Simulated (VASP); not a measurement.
Band structure of Te (space group P3_121). Calculation: SCAN meta-GGA, VASP's PBE PAW potentials (set 64) (plane waves; VASP 6.6.1).

The path is coarsely sampled, so an indirect gap can come out somewhat too large. Unless said otherwise, spin-orbit coupling is left out, though it shifts the bands of the heavy elements here.

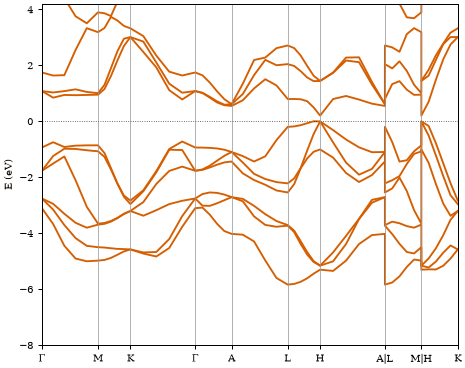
Figure. Bands along high-symmetry lines, zero at the valence-band maximum or, without a gap, the Fermi level

Q: Read the plot: is there a gap, and where are the band edges?

A: The gap is indirect, 0.20 eV, from the valence maximum at L-H at 0.80 to the conduction minimum at H.

The structure comes from a measured Te entry (P3_121) of the Crystallography Open Database, whose conditions weren't checked. It was relaxed first.
